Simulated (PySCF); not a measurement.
Consider C$_{4}$H$_{5}$F$_{2}$O$_{3}$ (SMILES CC(F)(F)OCC(=O)[O-]) (charge −1).

```json
{"atom": "C", "x (Å)": "-1.1768", "y (Å)": "0.7428", "z (Å)": "0.6111"}
{"atom": "C", "x (Å)": "-1.1347", "y (Å)": "-0.7198", "z (Å)": "0.2234"}
{"atom": "F", "x (Å)": "-2.0353", "y (Å)": "-0.9100", "z (Å)": "-0.8525"}
{"atom": "F", "x (Å)": "-1.7216", "y (Å)": "-1.4764", "z (Å)": "1.2028"}
{"atom": "O", "x (Å)": "0.0296", "y (Å)": "-1.2964", "z (Å)": "-0.0632"}
{"atom": "C", "x (Å)": "0.9994", "y (Å)": "-0.5279", "z (Å)": "-0.8091"}
{"atom": "C", "x (Å)": "1.9288", "y (Å)": "0.5136", "z (Å)": "-0.0096"}
{"atom": "O", "x (Å)": "2.7888", "y (Å)": "1.0074", "z (Å)": "-0.7394"}
{"atom": "O", "x (Å)": "1.6836", "y (Å)": "0.7021", "z (Å)": "1.1834"}
{"atom": "H", "x (Å)": "-1.1296", "y (Å)": "1.3577", "z (Å)": "-0.2836"}
{"atom": "H", "x (Å)": "-2.0996", "y (Å)": "0.9418", "z (Å)": "1.1495"}
{"atom": "H", "x (Å)": "-0.3005", "y (Å)": "0.9431", "z (Å)": "1.2315"}
{"atom": "H", "x (Å)": "1.6623", "y (Å)": "-1.2823", "z (Å)": "-1.2368"}
{"atom": "H", "x (Å)": "0.5050", "y (Å)": "0.0038", "z (Å)": "-1.6297"}
```

Geometry: GFN2-xTB.

Level of theory: PySCF 2.14.0, PBE0/pcSseg-1, SCF density, gas phase, non-relativistic.

Predict the electron density and electron localisation function between the atoms.

Answer. C–O (1.23 Å): the density is about 3.1 e/Å³ at the midpoint; the ELF peaks at about 0.85 between the atoms: a polar covalent bond.

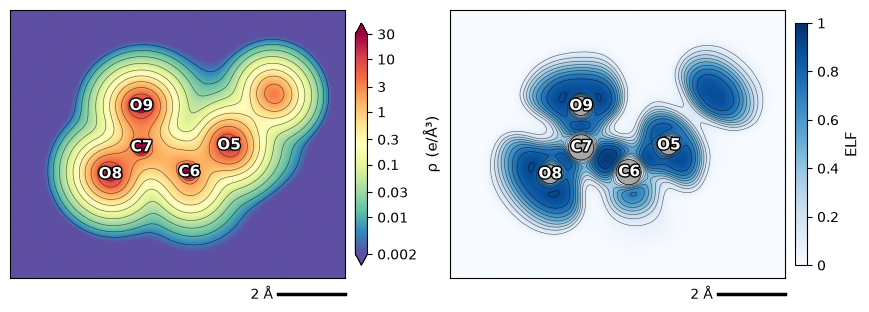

Computed electron density and electron localisation function on the plane of atoms C6, C7 and O9, in this order. Grey discs cover the atomic cores in the ELF map. 
